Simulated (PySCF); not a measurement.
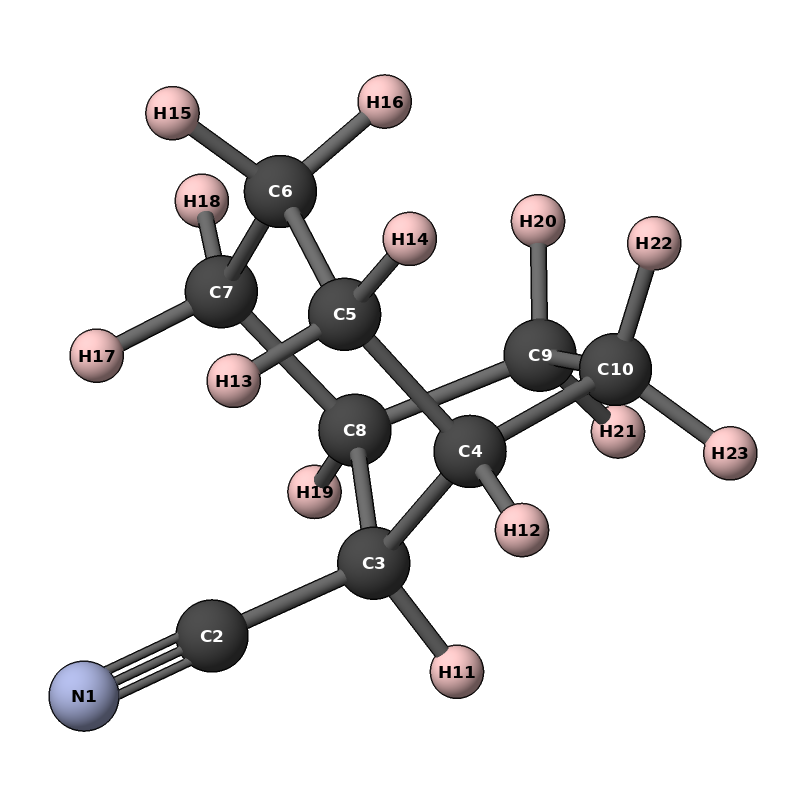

The questions are on isotropic NMR shieldings of the H atoms. Computed geometry: GFN2-xTB optimisation. No frequency run is at hand to confirm it as a minimum. Method: GIAO PBE0/pcSseg-1 NMR shielding, non-relativistic, gas phase (PySCF 2.14.0).

### Which H atom is the most shielded (lowest chemical shift)?

H14, H18 (30.38 ppm).

### Which H atom is the least shielded (highest chemical shift)?

H11 (29.33 ppm).

### How wide is the range of H shifts?

1.05 ppm.

Give the isotropic NMR shieldings of the H atoms atom by atom.

```tsv
atom	σ (ppm)
H11	29.33
H12	29.49
H13	29.54
H14	30.38
H15	30.16
H16	30.28
H17	29.55
H18	30.38
H19	29.49
H20	30.11
H21	29.84
H22	30.11
H23	29.85
```
